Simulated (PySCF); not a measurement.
# C3H5Cl (1-chloro-1-propene(Z)): levels of theory compared

We compute a comparison of 4 runs (HF/def2-SVP, PBE0/def2-SVP, B2PLYP/6-31+G*, B3LYP/aug-cc-pVDZ) of C3H5Cl (1-chloro-1-propene(Z)). 

The results are computed with PySCF 2.14.0.

2 further runs of the same task are left out: 2 that didn't finish.

### Step 1. The molecule

The species is C3H5Cl (9 atoms), meant as a singlet with charge 0. SMILES: `C/C=C\Cl`. The shape is that of a GFN2-xTB optimisation.

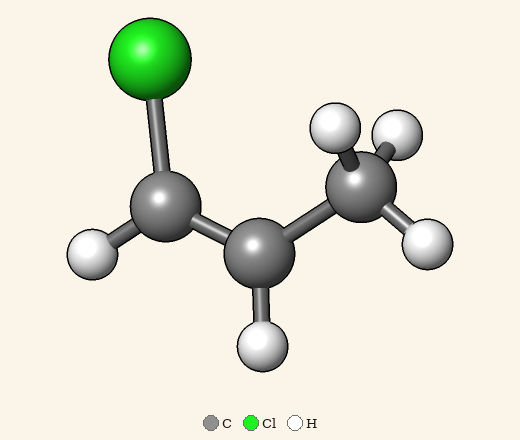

Viewed from a chosen angle; carbon grey, chlorine green, hydrogen white.

### Step 2. Energy and forces at HF/def2-SVP (run 1)

run.py

```python
# 1-chloro-1-propene(Z)
from pyscf import gto, scf

mol = gto.M(
    atom='''
C   -0.033910   0.957710  -0.614560
C    0.580520  -0.195560   0.107930
C   -0.106820  -1.136210   0.733580
Cl  -1.830200  -1.137480   0.788740
H   -0.689930   0.600050  -1.407260
H   -0.644450   1.547920   0.068060
H    0.727880   1.597630  -1.048940
H    1.658250  -0.265500   0.119680
H    0.338660  -1.968580   1.252780
''',
    basis='def2-svp',
    verbose=4,
    max_memory=1860,
    spin=0,
)

myscf = scf.RHF(mol)
myscf.conv_tol = 1e-10
myscf.kernel()
if not myscf.converged:
    myscf = myscf.newton().run(myscf.mo_coeff, myscf.mo_occ)

e_tot = myscf.e_tot
print(f'total energy: {e_tot:.8f} hartree')
grad = myscf.nuc_grad_method().kernel()
myscf.analyze()
```

Command:

```bash
$ OMP_NUM_THREADS=1 python run.py
```

The program printed:

```text
PySCF version 2.14.0

[... 83 lines left out ...]
One-electron Energy =                -1084.743785003883431
[... 12 lines left out ...]
MO #8   energy= -8.02413742969153  occ= 2
[... 10 lines left out ...]
MO #19  energy= -0.44493887389238  occ= 2
[... 10 lines left out ...]
MO #30  energy= 0.550085591361864  occ= 0
[... 10 lines left out ...]
MO #41  energy= 0.885086122784423  occ= 0
[... 10 lines left out ...]
MO #52  energy= 1.18555286751483   occ= 0
[... 10 lines left out ...]
MO #63  energy= 1.9966280493689    occ= 0
[... 10 lines left out ...]
MO #74  energy= 2.53501891813891   occ= 0
[... 10 lines left out ...]
MO #85  energy= 3.61989099598186   occ= 0
[... 97 lines left out ...]
Dipole moment(X, Y, Z, Debye):  1.58093,  0.41014, -0.31462
```

It took 7.8 s on 1 thread of Intel Xeon at 2.70GHz, shared host; peak memory 0.17 GiB.

### Step 3. Energy and forces at PBE0/def2-SVP (run 2)

input.py

```python
# 1-chloro-1-propene(Z)
from pyscf import gto, dft

system = gto.M(
    atom='''
C       -0.033910       0.957710      -0.614560
C        0.580520      -0.195560       0.107930
C       -0.106820      -1.136210       0.733580
Cl      -1.830200      -1.137480       0.788740
H       -0.689930       0.600050      -1.407260
H       -0.644450       1.547920       0.068060
H        0.727880       1.597630      -1.048940
H        1.658250      -0.265500       0.119680
H        0.338660      -1.968580       1.252780
''',
    verbose=3,
    max_memory=1860,
    basis='def2-svp',
)

calc0 = dft.RKS(system)
calc0.xc = 'pbe0'
calc0.conv_tol = 1e-10
calc0.grids.level = 5
calc0.kernel()
if not calc0.converged:
    calc0 = calc0.newton().run(calc0.mo_coeff, calc0.mo_occ)

e_tot = calc0.e_tot
print('Final energy', e_tot)
grad = calc0.nuc_grad_method().kernel()
calc0.analyze()
```

Command:

```bash
$ OMP_NUM_THREADS=1 python input.py
```

The program printed:

```text
converged SCF energy = -576.977561886963
[... 14 lines left out ...]
MO #5   energy= -9.529559647071    occ= 2
[... 9 lines left out ...]
MO #15  energy= -0.436367753812967 occ= 2
[... 9 lines left out ...]
MO #25  energy= 0.141473303595133  occ= 0
[... 9 lines left out ...]
MO #35  energy= 0.525624634948801  occ= 0
[... 9 lines left out ...]
MO #45  energy= 0.763983442367752  occ= 0
[... 9 lines left out ...]
MO #55  energy= 1.17938504970869   occ= 0
[... 9 lines left out ...]
MO #65  energy= 1.80231845246778   occ= 0
[... 9 lines left out ...]
MO #75  energy= 2.30645135571596   occ= 0
[... 9 lines left out ...]
MO #85  energy= 3.27402541479593   occ= 0
[... 10 lines left out ...]
Dipole moment(X, Y, Z, Debye):  1.28936,  0.37741, -0.28426
```

Run time: 31 s. Hardware: 1 thread of Intel Xeon at 2.70GHz, shared host; peak memory 0.83 GiB.

Run 3 isn't shown in full; the table further down has it.

### Step 4. Energy and gradient at B3LYP/aug-cc-pVDZ (run 4)

start.xyz

```xyz
9

C     -0.033910     0.957710    -0.614560
C      0.580520    -0.195560     0.107930
C     -0.106820    -1.136210     0.733580
Cl    -1.830200    -1.137480     0.788740
H     -0.689930     0.600050    -1.407260
H     -0.644450     1.547920     0.068060
H      0.727880     1.597630    -1.048940
H      1.658250    -0.265500     0.119680
H      0.338660    -1.968580     1.252780
```

calc.py

```python
import pyscf.grad
from pyscf import gto, dft

molecule = gto.M(
    atom='start.xyz',
    verbose=4,
    max_memory=1860,
    basis='aug-cc-pvdz',
    spin=0,
)

mf = dft.RKS(molecule)
mf.xc = 'b3lyp'
mf.conv_tol = 1e-10
mf.grids.level = 5
mf.kernel()
if not mf.converged:
    mf = mf.newton().run(mf.mo_coeff, mf.mo_occ)

e_tot = mf.e_tot
print('E = %.10f Eh' % e_tot)
grad = mf.Gradients().kernel()
mf.analyze()
```

Command:

```bash
$ OMP_NUM_THREADS=1 python calc.py
```

The program printed:

```text
PySCF version 2.14.0

[... 96 lines left out ...]
One-electron Energy =                -1085.421673917528778
[... 19 lines left out ...]
MO #15  energy= -0.42905435639771  occ= 2
[... 17 lines left out ...]
MO #33  energy= 0.0958946830742096 occ= 0
[... 17 lines left out ...]
MO #51  energy= 0.302992660998588  occ= 0
[... 17 lines left out ...]
MO #69  energy= 0.515726195426303  occ= 0
[... 17 lines left out ...]
MO #87  energy= 0.845323687143055  occ= 0
[... 17 lines left out ...]
MO #105 energy= 1.34526429087359   occ= 0
[... 17 lines left out ...]
MO #123 energy= 1.94858666905051   occ= 0
[... 17 lines left out ...]
MO #141 energy= 3.22165694171233   occ= 0
[... 153 lines left out ...]
Dipole moment(X, Y, Z, Debye):  1.44004,  0.46541, -0.34548
```

It took 79 s on 1 thread of Intel Xeon at 2.70GHz, shared host; peak memory 1.6 GiB.

### Step 5. Overview of the runs

```csv
run,level,integration grid,task,energy (Eh),dipole moment (D),HOMO energy (eV),LUMO energy (eV),wall time
1,HF/def2-SVP,–,gradient,-575.758486,1.66,-9.66,4.21,7.8 s
2,PBE0/def2-SVP,5,gradient,-576.977562,1.37,-7.06,0.25,31 s
3,B2PLYP/6-31+G* (spherical functions),5,energy,-577.190156,1.72,-8.10,1.02,24 s
4,B3LYP/aug-cc-pVDZ,5,gradient,-577.539907,1.55,-6.97,-0.28,79 s
```

### Step 6. Outcome

| quantity | value |
| --- | --- |
| run 4: total energy | -577.53991 Eh |
| run 4: dipole moment | 1.55 D |
| run 4: HOMO energy | -6.97 eV |
| run 4: LUMO energy | -0.28 eV |
| run 4: HOMO–LUMO gap | 6.69 eV |
| run 4: largest force on an atom | 0.844 eV/Å |

What this shows: The dipole moment (its size) runs from 1.37 D (PBE0/def2-SVP) to 1.72 D (B2PLYP/6-31+G*). The two ends differ in method and basis. A double hybrid's value is that of its SCF part. The HOMO–LUMO gap runs from 6.69 eV (B3LYP/aug-cc-pVDZ) to 13.87 eV (HF/def2-SVP). Totals of different functionals can't be ranked against each other. All runs together took 2.4 min, the longest 79 s.
